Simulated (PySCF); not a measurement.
# C₂H₄BCl: electronic excitations at several levels of theory

Aim: compute the electronic excitations of C₂H₄BCl (`BC(=C)Cl`) at several levels, and see how far they spread and what each costs.

Computed with PySCF 2.14.0, with density-fitted response routines of our own, on a single molecule in the gas phase. Atoms are numbered from 0 throughout.

## 1. Starting geometry

8 atoms, charge 0, multiplicity 1; geometry from: PBE0-D3(BJ)/def2-SVP.

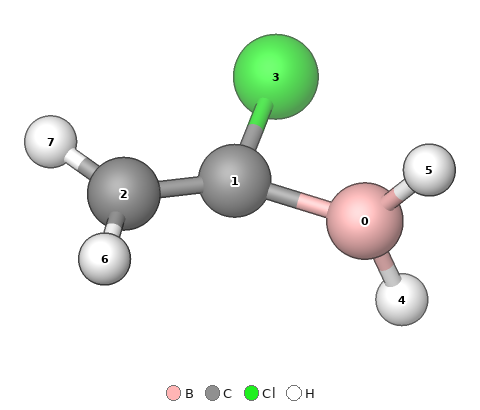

The starting geometry (boron pink, carbon grey, chlorine green, hydrogen white), atoms numbered.

## 2. Excited states and response: wB97X-D/def2-SVPD

What the job is given:

```
{"job": {"kind": "uv", "xc": "wB97X-D", "basis": "def2-SVPD", "ip": true}, "charge": 0, "multiplicity": 1}
B      2.038846     2.234492     0.995968
C      0.519875     2.246361     0.721809
C     -0.548994     1.546091     0.373890
Cl     0.445562     3.991667     1.093876
H      2.804842     2.484700     0.097799
H      2.438268     2.033875     2.116644
H     -0.435123     0.480299     0.159700
H     -1.542641     1.991652     0.291352
```

Level: TDDFT wB97X-D/def2-SVPD, vertical, gas phase, core orbitals frozen in the response.

On the command line:

```bash
OMP_NUM_THREADS=1 python probes_run.py task.json out
```

This one command runs all jobs of the session in turn.

The program printed:

```text
coarse grid: 7368 points
cycle   1  E = -563.2762675537  dE =  3.289e-01  |g| = 2.474e-01  |ddm| = 3.568e+00
cycle   2  E = -563.2853212743  dE = -9.054e-03  |g| = 2.171e-01  |ddm| = 9.598e-01
cycle   3  E = -563.2966483636  dE = -1.133e-02  |g| = 4.147e-02  |ddm| = 4.224e-01
cycle   4  E = -563.2971715431  dE = -5.232e-04  |g| = 1.168e-02  |ddm| = 7.965e-02
cycle   5  E = -563.2972159962  dE = -4.445e-05  |g| = 2.442e-03  |ddm| = 3.352e-02
cycle   6  E = -563.2972186757  dE = -2.679e-06  |g| = 1.092e-03  |ddm| = 8.148e-03
final grid: 66864 points
cycle   7  E = -563.3659477412  dE = -4.708e-05  |g| = 2.666e-03  |ddm| = 8.639e-02
cycle   8  E = -563.3659495034  dE = -1.762e-06  |g| = 1.338e-03  |ddm| = 1.205e-02
cycle   9  E = -563.3659499897  dE = -4.864e-07  |g| = 4.669e-04  |ddm| = 2.931e-03
cycle  10  E = -563.3659500632  dE = -7.348e-08  |g| = 1.280e-04  |ddm| = 1.203e-03
cycle  11  E = -563.3659500696  dE = -6.396e-09  |g| = 3.527e-05  |ddm| = 4.094e-04
cycle  12  E = -563.3659500704  dE = -8.229e-10  |g| = 1.936e-05  |ddm| = 1.613e-04
converged SCF energy = -563.3659500704

Static polarisability (au): isotropic 55.227, principal 40.945 57.484 67.253

Singlet excitations
state   eV       nm        f      main configurations
  1   5.2103    238.0   0.00090   H->L 0.96
  2   6.4687    191.7   0.00205   H-2->L 0.81
  3   6.7026    185.0   0.12161   H-1->L 0.64, H->L+1 0.20, H-3->L 0.09
  4   6.7574    183.5   0.00057   H->L+3 0.45, H->L+2 0.32, H-2->L 0.11
  5   7.0521    175.8   0.28153   H->L+1 0.75, H-1->L 0.18
  6   7.4335    166.8   0.03546   H-3->L 0.81
  7   7.4786    165.8   0.00018   H-1->L+1 0.94
  8   7.6430    162.2   0.00420   H->L+2 0.44, H->L+3 0.41
  9   8.2653    150.0   0.03268   H-2->L+1 0.48, H-1->L+3 0.20, H-1->L+2 0.15
 10   8.2738    149.9   0.00587   H-3->L+1 0.85

Triplet excitations (Tamm-Dancoff, eV): 4.3427 5.0221 5.8756 5.8871
Vertical ionisation energy (delta-SCF) = 9.9691 eV
```

Run time: 16 s. Hardware: 1 thread of Arm Neoverse V1, shared host; peak memory 0.54 GiB.

The orbitals next to the gap, with their largest atomic shares:

| orbital | eV | atoms |
| --- | --- | --- |
| HOMO−3 | -12.00 | Cl3 42 %, C2 14 %, B0 13 % |
| HOMO−2 | -11.41 | Cl3 40 %, B0 26 %, H4 13 % |
| HOMO−1 | -11.22 | Cl3 56 %, C1 20 %, B0 14 % |
| HOMO | -9.61 | C2 35 %, C1 31 %, Cl3 20 % |
| LUMO | 0.45 | B0 48 %, Cl3 22 %, H5 9 % |
| LUMO+1 | 1.37 | C1 34 %, C2 32 %, Cl3 10 % |
| LUMO+2 | 2.00 | B0 40 %, Cl3 25 %, C1 11 % |

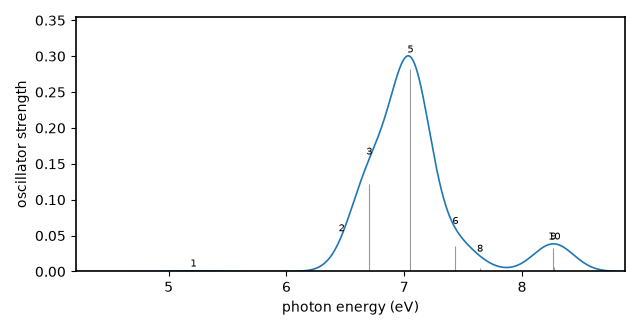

Absorption spectrum from the 10 singlet states computed; above the last one it falls off for lack of states. Lines are broadened to a width of 0.40 eV (Gaussian).

Ground-state properties from the same run:

| property | computed |
| --- | --- |
| dipole moment (D) | 1.34 |
| polarisability (Å³) | 8.18 |
| HOMO–LUMO gap (eV) | 10.05 |
| −ε(HOMO) (eV) | 9.61 |

## 3. TDDFT and polarisability: LC-wPBE/def2-SVPD

Settings changed since step 2:

```diff
@@ -1,2 +1,2 @@
-{"job": {"kind": "uv", "xc": "wB97X-D", "basis": "def2-SVPD", "ip": true}, "charge": 0, "multiplicity": 1}
+{"job": {"kind": "uv", "xc": "LC-wPBE", "basis": "def2-SVPD", "ip": true}, "charge": 0, "multiplicity": 1}
 B      2.038846     2.234492     0.995968
```

Method: TDDFT LC-wPBE/def2-SVPD, vertical, gas phase, core orbitals frozen in the response.

The program printed:

```text
coarse grid: 7368 points
cycle   1  E = -563.0781918181  dE =  3.919e-01  |g| = 2.905e-01  |ddm| = 3.613e+00
cycle   2  E = -563.0958705398  dE = -1.768e-02  |g| = 2.266e-01  |ddm| = 1.071e+00
cycle   3  E = -563.1082663618  dE = -1.240e-02  |g| = 4.519e-02  |ddm| = 4.962e-01
cycle   4  E = -563.1089788928  dE = -7.125e-04  |g| = 1.423e-02  |ddm| = 1.096e-01
cycle   5  E = -563.1090477496  dE = -6.886e-05  |g| = 3.622e-03  |ddm| = 4.362e-02
cycle   6  E = -563.1090545255  dE = -6.776e-06  |g| = 1.511e-03  |ddm| = 1.167e-02
final grid: 66864 points
cycle   7  E = -563.1949070738  dE = -1.368e-05  |g| = 1.983e-03  |ddm| = 2.998e-02
cycle   8  E = -563.1949076471  dE = -5.733e-07  |g| = 1.643e-03  |ddm| = 1.024e-02
cycle   9  E = -563.1949083240  dE = -6.769e-07  |g| = 2.379e-04  |ddm| = 2.912e-03
cycle  10  E = -563.1949083466  dE = -2.266e-08  |g| = 1.112e-04  |ddm| = 7.197e-04
cycle  11  E = -563.1949083517  dE = -5.025e-09  |g| = 3.195e-05  |ddm| = 3.304e-04
cycle  12  E = -563.1949083523  dE = -5.924e-10  |g| = 1.139e-05  |ddm| = 1.119e-04
converged SCF energy = -563.1949083523

Static polarisability (au): isotropic 53.833, principal 39.883 55.897 65.717

Singlet excitations
state   eV       nm        f      main configurations
  1   5.5825    222.1   0.00049   H->L 0.86
  2   6.5858    188.3   0.00190   H-2->L 0.68, H->L+3 0.10
  3   6.8015    182.3   0.08869   H-1->L 0.64, H-3->L 0.12, H->L+1 0.11
  4   7.0795    175.1   0.00115   H->L+3 0.44, H-2->L 0.12, H->L+2 0.09
  5   7.2377    171.3   0.34414   H->L+1 0.85, H-1->L 0.08
  6   7.7283    160.4   0.00090   H-1->L+1 0.87
  7   7.7329    160.3   0.03858   H-3->L 0.64, H-1->L 0.10
  8   8.1020    153.0   0.00246   H->L+2 0.58, H->L+3 0.24
  9   8.5217    145.5   0.02791   H-1->L+3 0.48, H-3->L 0.09, H-1->L+2 0.09
 10   8.5991    144.2   0.00256   H-3->L+1 0.84

Triplet excitations (Tamm-Dancoff, eV): 4.1110 5.2028 5.8510 5.8642
Vertical ionisation energy (delta-SCF) = 10.1440 eV
```

Run time: 21 s. Hardware: 1 thread of Arm Neoverse V1, shared host; peak memory 0.53 GiB.

Key values: HOMO -10.49 eV, LUMO 0.82 eV; lowest singlet 5.58 eV.

## 4. Excited states and response: PBE0/6-31G*

Settings changed since step 3:

```diff
@@ -1,2 +1,2 @@
-{"job": {"kind": "uv", "xc": "LC-wPBE", "basis": "def2-SVPD", "ip": true}, "charge": 0, "multiplicity": 1}
+{"job": {"kind": "uv", "xc": "PBE0", "basis": "6-31G*"}, "charge": 0, "multiplicity": 1}
 B      2.038846     2.234492     0.995968
```

Method: TDDFT PBE0/6-31G*, vertical, gas phase, core orbitals frozen in the response.

The program printed:

```text
coarse grid: 7368 points
cycle   1  E = -563.3210365652  dE =  2.704e-01  |g| = 2.345e-01  |ddm| = 2.591e+00
cycle   2  E = -563.3202527991  dE =  7.838e-04  |g| = 2.508e-01  |ddm| = 4.324e-01
cycle   3  E = -563.3349571729  dE = -1.470e-02  |g| = 7.310e-02  |ddm| = 2.451e-01
cycle   4  E = -563.3364573402  dE = -1.500e-03  |g| = 1.422e-02  |ddm| = 8.606e-02
cycle   5  E = -563.3365058423  dE = -4.850e-05  |g| = 5.360e-03  |ddm| = 2.047e-02
cycle   6  E = -563.3365141835  dE = -8.341e-06  |g| = 1.050e-03  |ddm| = 8.202e-03
final grid: 66864 points
cycle   7  E = -563.3033082014  dE = -1.119e-05  |g| = 5.110e-03  |ddm| = 1.445e-02
cycle   8  E = -563.3033043435  dE =  3.858e-06  |g| = 6.423e-03  |ddm| = 1.312e-02
cycle   9  E = -563.3033157739  dE = -1.143e-05  |g| = 9.693e-04  |ddm| = 7.790e-03
cycle  10  E = -563.3033160053  dE = -2.314e-07  |g| = 2.221e-04  |ddm| = 9.720e-04
cycle  11  E = -563.3033160186  dE = -1.327e-08  |g| = 5.837e-05  |ddm| = 2.838e-04
cycle  12  E = -563.3033160196  dE = -1.002e-09  |g| = 1.307e-05  |ddm| = 8.309e-05
cycle  13  E = -563.3033160196  dE = -4.979e-11  |g| = 2.652e-06  |ddm| = 2.059e-05
converged SCF energy = -563.3033160196

Static polarisability (au): isotropic 44.251, principal 25.817 49.104 57.832

Singlet excitations
state   eV       nm        f      main configurations
  1   4.9108    252.5   0.00009   H->L 0.99
  2   6.4251    193.0   0.00028   H-2->L 0.96
  3   6.6129    187.5   0.00045   H->L+2 0.98
  4   6.6713    185.8   0.07162   H-1->L 0.81
  5   7.2664    170.6   0.04675   H-3->L 0.74, H->L+1 0.12, H-1->L 0.10
  6   7.3755    168.1   0.26883   H->L+1 0.74, H-3->L 0.15
  7   7.5602    164.0   0.00192   H-1->L+1 0.99
  8   8.2413    150.4   0.09184   H-2->L+1 0.77, H-1->L+2 0.17
  9   8.3366    148.7   0.00068   H-4->L 0.76, H-2->L+2 0.12, H-3->L+1 0.11
 10   8.3908    147.8   0.15047   H-1->L+2 0.79, H-2->L+1 0.14

Triplet excitations (Tamm-Dancoff, eV): 4.2408 4.7187 5.6128 5.7149
```

Run time: 3.8 s. Hardware: 1 thread of Arm Neoverse V1, shared host; peak memory 0.38 GiB.

In short: HOMO -7.54 eV, LUMO -1.10 eV; lowest singlet 4.91 eV.

## 5. Ultraviolet spectrum: PBE0/def2-SVP

Settings changed since step 4:

```diff
@@ -1,2 +1,2 @@
-{"job": {"kind": "uv", "xc": "PBE0", "basis": "6-31G*"}, "charge": 0, "multiplicity": 1}
+{"job": {"kind": "uv", "xc": "PBE0", "basis": "def2-SVP"}, "charge": 0, "multiplicity": 1}
 B      2.038846     2.234492     0.995968
```

Method: TDDFT PBE0/def2-SVP, vertical, gas phase, core orbitals frozen in the response.

The program printed:

```text
coarse grid: 7368 points
cycle   1  E = -563.0293631463  dE =  2.347e-01  |g| = 2.207e-01  |ddm| = 2.900e+00
cycle   2  E = -563.0265545792  dE =  2.809e-03  |g| = 2.533e-01  |ddm| = 4.322e-01
cycle   3  E = -563.0417456251  dE = -1.519e-02  |g| = 6.716e-02  |ddm| = 2.565e-01
cycle   4  E = -563.0430092458  dE = -1.264e-03  |g| = 1.382e-02  |ddm| = 8.262e-02
cycle   5  E = -563.0430534746  dE = -4.423e-05  |g| = 5.694e-03  |ddm| = 1.944e-02
cycle   6  E = -563.0430630321  dE = -9.557e-06  |g| = 8.352e-04  |ddm| = 8.366e-03
final grid: 66864 points
cycle   7  E = -563.1054064285  dE = -1.260e-05  |g| = 4.468e-03  |ddm| = 1.568e-02
cycle   8  E = -563.1054035147  dE =  2.914e-06  |g| = 5.598e-03  |ddm| = 1.148e-02
cycle   9  E = -563.1054122136  dE = -8.699e-06  |g| = 9.111e-04  |ddm| = 6.824e-03
cycle  10  E = -563.1054124121  dE = -1.986e-07  |g| = 2.041e-04  |ddm| = 9.722e-04
cycle  11  E = -563.1054124234  dE = -1.125e-08  |g| = 5.290e-05  |ddm| = 2.627e-04
cycle  12  E = -563.1054124242  dE = -7.865e-10  |g| = 1.163e-05  |ddm| = 7.678e-05
converged SCF energy = -563.1054124242

Static polarisability (au): isotropic 45.298, principal 28.452 47.843 59.600

Singlet excitations
state   eV       nm        f      main configurations
  1   4.9066    252.7   0.00019   H->L 0.99
  2   6.3140    196.4   0.00044   H-2->L 0.98
  3   6.6032    187.8   0.07514   H-1->L 0.76, H-3->L 0.10
  4   6.8228    181.7   0.00057   H->L+2 0.99
  5   7.2043    172.1   0.02856   H-3->L 0.81, H-1->L 0.12
  6   7.2765    170.4   0.27985   H->L+1 0.81
  7   7.4256    167.0   0.00154   H-1->L+1 0.99
  8   8.1105    152.9   0.16789   H-2->L+1 0.89
  9   8.2237    150.8   0.00257   H-3->L+1 0.91
 10   8.3222    149.0   0.00029   H-4->L 0.87

Triplet excitations (Tamm-Dancoff, eV): 4.2321 4.7133 5.5689 5.6422
```

Wall time 4.4 s (1 thread of Arm Neoverse V1, shared host); peak memory 0.41 GiB.

Key values: HOMO -7.63 eV, LUMO -1.23 eV; lowest singlet 4.91 eV.

## 6. Excited states and response: PBE0/def2-TZVP

Settings changed since step 5:

```diff
@@ -1,2 +1,2 @@
-{"job": {"kind": "uv", "xc": "PBE0", "basis": "def2-SVP"}, "charge": 0, "multiplicity": 1}
+{"job": {"kind": "uv", "xc": "PBE0", "basis": "def2-TZVP"}, "charge": 0, "multiplicity": 1}
 B      2.038846     2.234492     0.995968
```

Level: TDDFT PBE0/def2-TZVP, vertical, gas phase, core orbitals frozen in the response.

The program printed:

```text
coarse grid: 7368 points
cycle   1  E = -563.3668607482  dE =  2.602e-01  |g| = 2.451e-01  |ddm| = 2.074e+00
cycle   2  E = -563.3661705616  dE =  6.902e-04  |g| = 2.535e-01  |ddm| = 3.576e-01
cycle   3  E = -563.3803913650  dE = -1.422e-02  |g| = 7.664e-02  |ddm| = 1.813e-01
cycle   4  E = -563.3819197834  dE = -1.528e-03  |g| = 2.305e-02  |ddm| = 6.918e-02
cycle   5  E = -563.3820457238  dE = -1.259e-04  |g| = 6.997e-03  |ddm| = 1.862e-02
cycle   6  E = -563.3820588463  dE = -1.312e-05  |g| = 1.699e-03  |ddm| = 6.897e-03
cycle   7  E = -563.3820594425  dE = -5.962e-07  |g| = 3.945e-04  |ddm| = 1.594e-03
final grid: 66864 points
cycle   8  E = -563.3771823117  dE = -2.762e-05  |g| = 4.948e-03  |ddm| = 3.733e-02
cycle   9  E = -563.3771818236  dE =  4.881e-07  |g| = 4.801e-03  |ddm| = 7.693e-03
cycle  10  E = -563.3771874601  dE = -5.636e-06  |g| = 1.195e-03  |ddm| = 4.191e-03
cycle  11  E = -563.3771877812  dE = -3.212e-07  |g| = 2.484e-04  |ddm| = 9.048e-04
cycle  12  E = -563.3771877944  dE = -1.313e-08  |g| = 9.426e-05  |ddm| = 2.072e-04
cycle  13  E = -563.3771877966  dE = -2.285e-09  |g| = 2.395e-05  |ddm| = 8.271e-05
cycle  14  E = -563.3771877968  dE = -1.552e-10  |g| = 4.685e-06  |ddm| = 2.350e-05
converged SCF energy = -563.3771877968

Static polarisability (au): isotropic 52.433, principal 36.359 55.166 65.773

Singlet excitations
state   eV       nm        f      main configurations
  1   4.8322    256.6   0.00081   H->L 0.99
  2   6.2721    197.7   0.00160   H-2->L 0.97
  3   6.4781    191.4   0.09352   H-1->L 0.75, H->L+1 0.12
  4   6.5044    190.6   0.00016   H->L+2 0.98
  5   6.9532    178.3   0.27484   H->L+1 0.79, H-1->L 0.13
  6   7.1075    174.4   0.03670   H-3->L 0.89
  7   7.2392    171.3   0.00070   H-1->L+1 0.99
  8   7.9141    156.7   0.14166   H-2->L+1 0.89
  9   8.0135    154.7   0.00281   H->L+3 0.90
 10   8.0406    154.2   0.00163   H-3->L+1 0.91

Triplet excitations (Tamm-Dancoff, eV): 4.1806 4.6418 5.5065 5.5917
```

Wall time 11 s (1 thread of Arm Neoverse V1, shared host); peak memory 0.62 GiB.

This run: HOMO -7.69 eV, LUMO -1.38 eV; lowest singlet 4.83 eV.

(Part 1 of 2 ends here.)
